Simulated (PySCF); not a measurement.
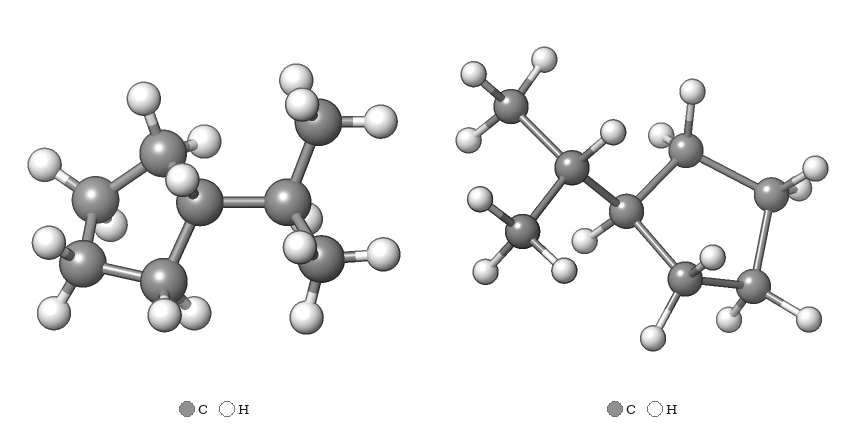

Both panels show the same species.

The geometry was computed by an optimisation with GFN2-xTB. No frequency run is at hand to confirm it as a minimum.

Question: Give the formula.

Answer: C₈H₁₆, 24 atoms: 8 carbon and 16 hydrogen.

Question: Write the SMILES.

Answer: CC(C)C1CCCC1

The parts below concern this one geometry. Atoms keep their numbers from picture to picture.

### Bond orders

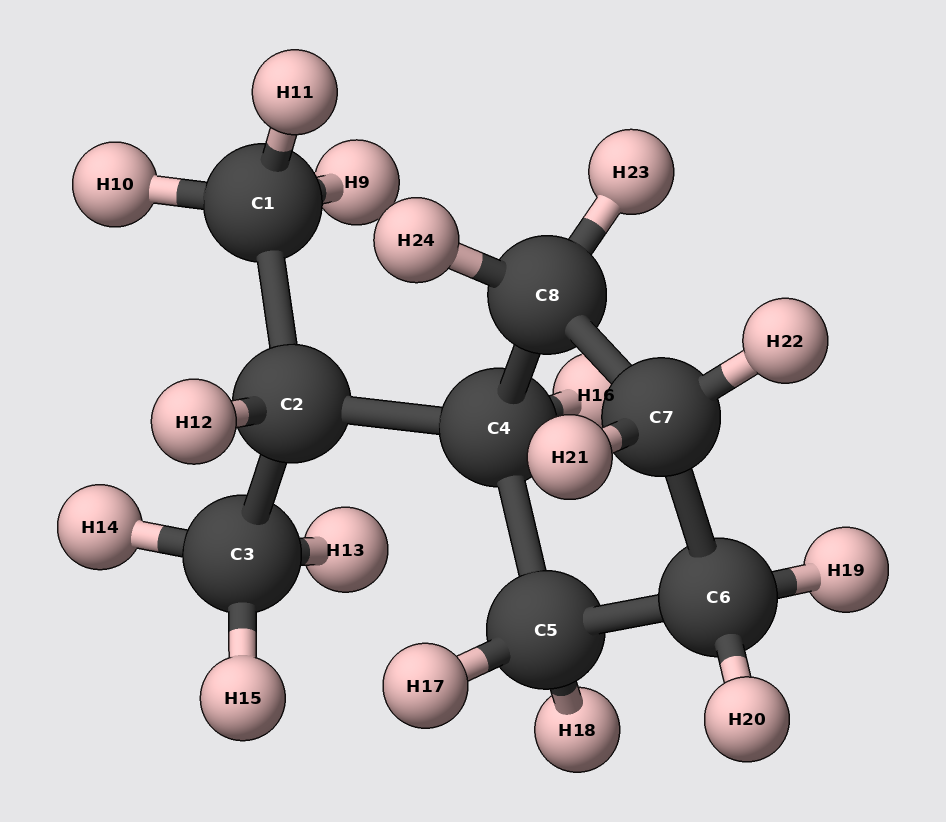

Every bond is drawn as one stick. No frequency run is at hand to confirm it as a minimum. Method: PBE0/pcSseg-1 (PySCF 2.14.0).

List the Mayer bond orders of C1–C2, C2–C3, C2–C4, C4–C5, C4–C8, C5–C6, C6–C7, C7–C8 (bonds between heavy atoms, one of each equivalent set).

```tsv
bond	Mayer order	length (Å)
C1–C2	1.04	1.528
C2–C3	1.04	1.528
C2–C4	0.96	1.533
C4–C5	1.00	1.533
C4–C8	1.01	1.545
C5–C6	1.04	1.524
C6–C7	1.04	1.527
C7–C8	1.04	1.538
```

### NMR shielding

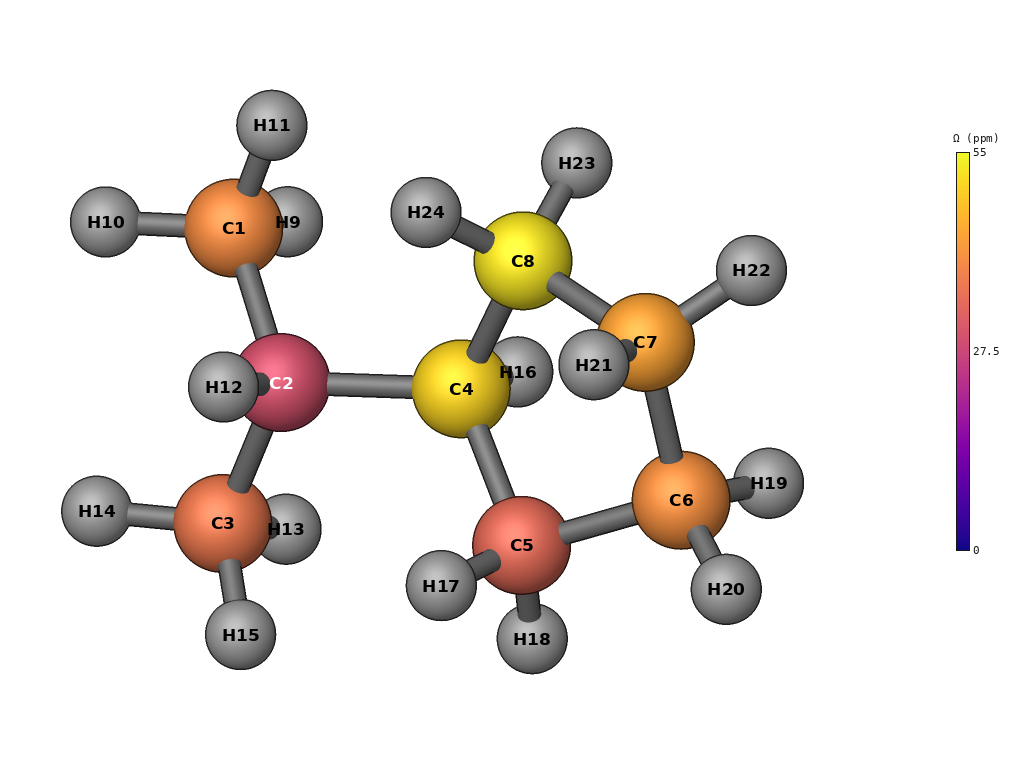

The C atoms are coloured by the span of their shielding tensor. No frequency run is at hand to confirm it as a minimum. Properties computed with GIAO PBE0/pcSseg-1 NMR shielding, non-relativistic, gas phase (PySCF 2.14.0). Principal shieldings σ11 ≤ σ22 ≤ σ33, span Ω = σ33 − σ11, skew κ = 3(σiso − σ22)/Ω.

Give the shielding tensors of the C atoms.

```tsv
atom	σ11	σ22	σ33	σiso	Ω	κ
C1	146.6	152.0	186.7	161.8	40.0	0.73
C2	130.6	147.9	160.5	146.4	29.9	−0.16
C3	148.2	154.4	185.3	162.6	37.2	0.66
C4	111.7	132.8	162.1	135.5	50.4	0.16
C5	129.5	155.4	164.2	149.7	34.7	−0.49
C6	130.5	164.0	171.1	155.2	40.6	−0.65
C7	130.9	169.1	174.5	158.2	43.6	−0.75
C8	124.1	160.9	176.7	153.9	52.6	−0.40
```

Shieldings and span in ppm.

### Ring current

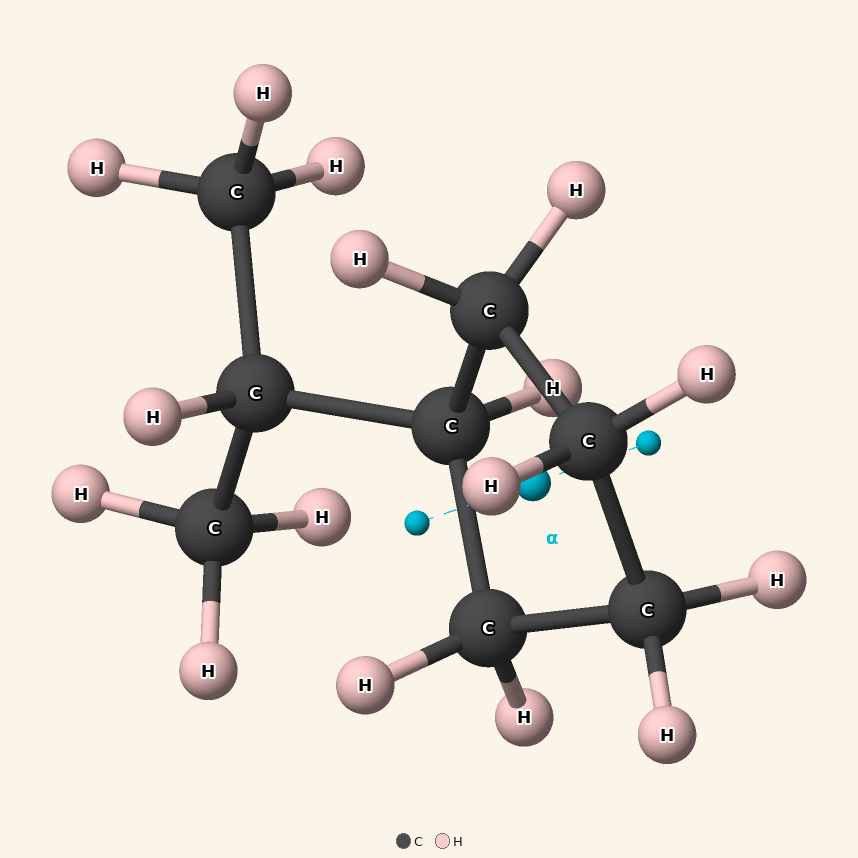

The small points mark where nucleus-independent chemical shifts (NICS) were computed: at the centre of each lettered ring and 1 Å above and below it. No frequency run is at hand to confirm it as a minimum. Method: GIAO PBE0/pcSseg-1 NMR shielding, non-relativistic, gas phase (PySCF 2.14.0).

Give NICS(0), NICS(1) and the out-of-plane component NICS(1)zz for each ring (means of the two sides).

```
ring  members  NICS(0)  NICS(1)  NICS(1)zz
   α       C5     −5.1     −3.9       −3.0
```

Values in ppm.

Question: What do the values say about the ring currents?

Answer: Ring α: weak, as in a non-aromatic ring. NICS is one index among several.
